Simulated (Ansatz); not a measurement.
**C4H9F3NTa: basis-set convergence**

Aim: see how fast density functionals converge with the basis set for C4H9F3NTa.

The runs use Ansatz 0.2.0, Gaussian basis; one geometry, several basis sets.

The runs, in order: PBE0-D4/def2-SVP; ωB97M-V/def2-SVP; PBE0-D4/def2-QZVPP; ωB97M-V/def2-QZVPP; the functionals' def2-TZVPP values are taken from earlier runs.

## 1. Structure used throughout

An earlier PBE0-D4 in a triple-zeta def2 set relaxation fixed the geometry. Ta takes the def2 core potential; no spin-orbit term is included.

SMILES `CC(C)(C)[N]=[Ta]([F])([F])[F]`, 18 atoms, charge 0, spin multiplicity 1.

Atoms are counted from 1 here; the program's logs count them from 0.

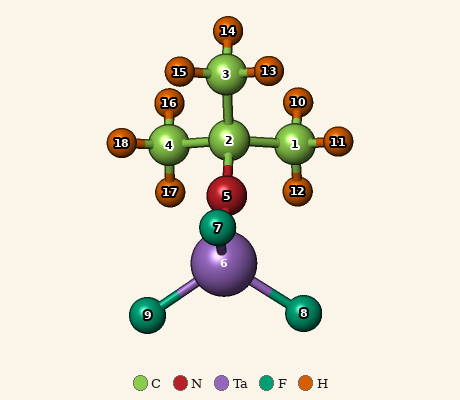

The geometry (carbon green, nitrogen red, tantalum purple, fluorine teal, hydrogen orange); atoms are numbered from 1 in the order of the file.

Coordinates:

```csv
atom,x (Å),y (Å),z (Å)
C1,-1.2382,-1.2224,0.1956
C2,-0.0779,-0.2548,0.4194
C3,-0.4167,0.7238,1.5419
C4,1.1945,-1.0278,0.7602
N5,0.1432,0.4881,-0.7894
Ta6,0.4116,1.3933,-2.2651
F7,0.1857,3.2176,-1.8648
F8,-0.8542,0.8116,-3.5294
F9,2.1656,1.0347,-2.8434
H10,-1.4297,-1.8029,1.1014
H11,-2.1474,-0.6767,-0.0645
H12,-1.0085,-1.9145,-0.6170
H13,-1.3167,1.2912,1.2968
H14,-0.5904,0.1854,2.4768
H15,0.4027,1.4289,1.6957
H16,1.0552,-1.6043,1.6779
H17,1.4514,-1.7175,-0.0463
H18,2.0318,-0.3423,0.9058
```

## 2. PBE0-D4 in def2-SVP

Input file in.yaml:

```yaml
crystal:
  periodic: [false, false, false]
  atoms:
    - {symbol: C, position_ang: [-1.238155, -1.222391, 0.195616]}
    - {symbol: C, position_ang: [-0.077856, -0.254798, 0.419389]}
    - {symbol: C, position_ang: [-0.416655, 0.723826, 1.541914]}
    - {symbol: C, position_ang: [1.194537, -1.027751, 0.760207]}
    - {symbol: N, position_ang: [0.143183, 0.488064, -0.789441]}
    - {symbol: Ta, position_ang: [0.411634, 1.393273, -2.265141]}
    - {symbol: F, position_ang: [0.185682, 3.217583, -1.864826]}
    - {symbol: F, position_ang: [-0.854242, 0.811569, -3.529421]}
    - {symbol: F, position_ang: [2.165598, 1.034739, -2.843399]}
    - {symbol: H, position_ang: [-1.429706, -1.802900, 1.101378]}
    - {symbol: H, position_ang: [-2.147364, -0.676745, -0.064550]}
    - {symbol: H, position_ang: [-1.008503, -1.914540, -0.616952]}
    - {symbol: H, position_ang: [-1.316699, 1.291221, 1.296838]}
    - {symbol: H, position_ang: [-0.590440, 0.185396, 2.476782]}
    - {symbol: H, position_ang: [0.402660, 1.428906, 1.695717]}
    - {symbol: H, position_ang: [1.055248, -1.604349, 1.677931]}
    - {symbol: H, position_ang: [1.451429, -1.717458, -0.046254]}
    - {symbol: H, position_ang: [2.031850, -0.342341, 0.905814]}
basis:
  gaussian: {orbitals: def2-SVP}
hamiltonian: {xc: pbe0, dispersion: d4}
output: {orbitals: {seedname: orbitals}}
```

Command:

```console
> ansatz run in.yaml --threads 4 --pin off --events-out ev --progress --plain --max-ram 66560MiB --backend cpu
```

The log of the run:

```text
Functional definition: PBE0
  name "PBE0"
  cite "Adamo & Barone, J. Chem. Phys. 110, 6158 (1999) doi:10.1063/1.478522"
  cite "Perdew, Burke & Ernzerhof, Phys. Rev. Lett. 77, 3865 (1996) doi:10.1103/PhysRevLett.77.3865"
  parent pbe
  parameter a = 0.25
  parameter kappa = 0.804
  parameter beta = 0.06672455060314922
  exchange = (1 - a)*pbe_x(kappa = kappa, mu = beta*pi^2/3) + a*exact_x
  correlation = pbe_c(beta = beta)
2100 factors; their error is unknown
mean field evaluation 1: about -15448.7601 eV, gradient 9.6e1 eV
mean field evaluation 2: about -15334.9837 eV, gradient 2.4e2 eV
mean field evaluation 4: about -15467.5959 eV, gradient 2.2e1 eV
mean field evaluation 8: about -15468.4867 eV, gradient 1.6e-1 eV
mean field evaluation 16: about -15468.6025 eV, gradient 5.5e-4 eV
mean field -15468.60247797 eV, -568.4606560701 hartree, gradient 4.0e-5 eV, S^2 0.000000; 0 other end points of the search recorded, 0 dependent functions left out
reference -15468.60252881 eV, -568.4606579384 hartree; 40, 40 occupied and 149, 149 virtual orbitals, 2100 factors
Total energy: -15469.00075553 eV, -568.4752925003 hartree
```

It took 4.1 s on 4 threads of AMD EPYC 7R13, shared host; peak memory 0.79 GiB.

## 3. ωB97M-V in def2-SVP

Edit in.yaml of step 2 so:

```diff
@@ -23,3 +23,3 @@
   gaussian: {orbitals: def2-SVP}
-hamiltonian: {xc: pbe0, dispersion: d4}
+hamiltonian: {xc: {name: wB97M-V}}
 output: {orbitals: {seedname: orbitals}}
```

Same command.

The log of the run, shortened:

```text
Functional definition: wB97M-V
  name "wB97M-V"
  cite "Mardirossian & Head-Gordon, J. Chem. Phys. 144, 214110 (2016) doi:10.1063/1.4952647"
  cite "Becke, J. Chem. Phys. 107, 8554 (1997) doi:10.1063/1.475007"
  cite "Vydrov & Van Voorhis, J. Chem. Phys. 133, 244103 (2010) doi:10.1063/1.3521275"
  # Of w^i u^j: cxij and so on, Table III.
[...]
  gx(w, u) = 1 - cx + cx01*u + cx10*w
  gss(w, u) = css00 + css04*u^4 + css10*w + css20*w^2 + css43*w^4*u^3
  gos(w, u) = cos00 + cos10*w + (cos20 + cos21*u)*w^2 + (cos60 + cos61*u)*w^6
[...]
      + integral(e_c_pw_mod_opposite_spin*gos(b97_w_opposite, b97_u_opposite)) + vv10(b, c)
2074 factors; their error is unknown
474 factors; integrals over basis functions are off by at most 5.8e-6 eV
[...]
mean field -15476.00944258 eV, -568.7328569990 hartree, gradient 5.8e-5 eV, S^2 0.000000; 0 other end points of the search recorded, 0 dependent functions left out
reference -15476.00952349 eV, -568.7328599722 hartree; 40, 40 occupied and 149, 149 virtual orbitals, 2074 factors
Total energy: -15476.00952349 eV, -568.7328599722 hartree
```

Wall time 12 s (4 threads of AMD EPYC 7R13, shared host); peak memory 1 GiB.

## 4. PBE0-D4 in def2-QZVPP

Edit in.yaml of step 3 so:

```diff
@@ -22,4 +22,4 @@
 basis:
-  gaussian: {orbitals: def2-SVP}
-hamiltonian: {xc: {name: wB97M-V}}
+  gaussian: {orbitals: "def2-QZVPP.json"}
+hamiltonian: {xc: pbe0, dispersion: d4}
 output: {orbitals: {seedname: orbitals}}
```

Command:

```console
> ansatz run in.yaml --threads 4 --pin off --events-out ev --progress --plain --max-ram 66560MiB --backend cuda --devices 0, --max-vram 37GiB
```

The log of the run:

```text
Functional definition: PBE0
  name "PBE0"
  cite "Adamo & Barone, J. Chem. Phys. 110, 6158 (1999) doi:10.1063/1.478522"
  cite "Perdew, Burke & Ernzerhof, Phys. Rev. Lett. 77, 3865 (1996) doi:10.1103/PhysRevLett.77.3865"
  parent pbe
  parameter a = 0.25
  parameter kappa = 0.804
  parameter beta = 0.06672455060314922
  exchange = (1 - a)*pbe_x(kappa = kappa, mu = beta*pi^2/3) + a*exact_x
  correlation = pbe_c(beta = beta)
2463 factors; their error is unknown
mean field evaluation 1: about -15459.4285 eV, gradient 1.2e2 eV
mean field evaluation 2: about -15055.1123 eV, gradient 4.0e2 eV
mean field evaluation 4: about -15484.4736 eV, gradient 3.2e1 eV
mean field evaluation 8: about -15486.2587 eV, gradient 2.3e-1 eV
mean field evaluation 16: about -15486.2776 eV, gradient 6.9e-4 eV
mean field -15486.27756654 eV, -569.1102035944 hartree, gradient 9.9e-6 eV, S^2 0.000000; 0 other end points of the search recorded, 0 dependent functions left out
reference -15486.27761589 eV, -569.1102054079 hartree; 40, 40 occupied and 767, 767 virtual orbitals, 2463 factors
Total energy: -15486.67584261 eV, -569.1248399698 hartree
```

Wall time 7.5 s (1 × H100 (card shared with other runs) with 4 threads of AMD EPYC 7R13, shared host); peak host memory 1.4 GiB.

## 5. ωB97M-V in def2-QZVPP

Edit in.yaml of step 4 so:

```diff
@@ -23,3 +23,3 @@
   gaussian: {orbitals: "def2-QZVPP.json"}
-hamiltonian: {xc: pbe0, dispersion: d4}
+hamiltonian: {xc: {name: wB97M-V}}
 output: {orbitals: {seedname: orbitals}}
```

Launched as before.

The log of the run, shortened:

```text
Functional definition: wB97M-V
  name "wB97M-V"
  cite "Mardirossian & Head-Gordon, J. Chem. Phys. 144, 214110 (2016) doi:10.1063/1.4952647"
  cite "Becke, J. Chem. Phys. 107, 8554 (1997) doi:10.1063/1.475007"
  cite "Vydrov & Van Voorhis, J. Chem. Phys. 133, 244103 (2010) doi:10.1063/1.3521275"
  # Of w^i u^j: cxij and so on, Table III.
[...]
  gx(w, u) = 1 - cx + cx01*u + cx10*w
  gss(w, u) = css00 + css04*u^4 + css10*w + css20*w^2 + css43*w^4*u^3
  gos(w, u) = cos00 + cos10*w + (cos20 + cos21*u)*w^2 + (cos60 + cos61*u)*w^6
[...]
      + integral(e_c_pw_mod_opposite_spin*gos(b97_w_opposite, b97_u_opposite)) + vv10(b, c)
2407 factors; their error is unknown
606 factors; integrals over basis functions are off by at most 5.3e-6 eV
[...]
mean field -15494.24007380 eV, -569.4028203391 hartree, gradient 5.7e-5 eV, S^2 0.000000; 0 other end points of the search recorded, 0 dependent functions left out
reference -15494.24015557 eV, -569.4028233442 hartree; 40, 40 occupied and 767, 767 virtual orbitals, 2407 factors
Total energy: -15494.24015557 eV, -569.4028233442 hartree
```

It took 7.5 s on 1 × H100 (card shared with other runs) with 4 threads of AMD EPYC 7R13, shared host; peak host memory 1.5 GiB.

## 6. Functionals by basis

The def2-TZVPP values come from earlier runs at the same geometry.

```csv
functional,basis,functions,energy (eV),from the largest (eV),HOMO (eV),LUMO (eV)
PBE0-D4,def2-SVP,189,-15469.0008,17.675,-7.76,-0.81
PBE0-D4,def2-TZVPP,430,-15485.9052,0.771,-7.75,-0.79
PBE0-D4,def2-QZVPP,807,-15486.6758,0.000,-7.76,-0.81
ωB97M-V,def2-SVP,189,-15476.0095,18.231,-10.00,0.96
ωB97M-V,def2-TZVPP,430,-15493.5110,0.729,-10.00,0.80
ωB97M-V,def2-QZVPP,807,-15494.2402,0.000,-10.01,0.44
```

## 7. Results

| quantity | value |
| --- | --- |
| PBE0-D4: double and triple zeta above quadruple | 17.68, 0.77 eV |
| ωB97M-V: double and triple zeta above quadruple | 18.23, 0.73 eV |

**Reading.** PBE0-D4 gains 16.90 eV from double to triple zeta, then 0.77 eV more. These are total energies; as a rule much of such shifts cancels in differences, which this series doesn't test. The LUMO of ωB97M-V is positive and keeps falling with the basis (0.96 to 0.44 eV): an unbound level that the basis holds in place.
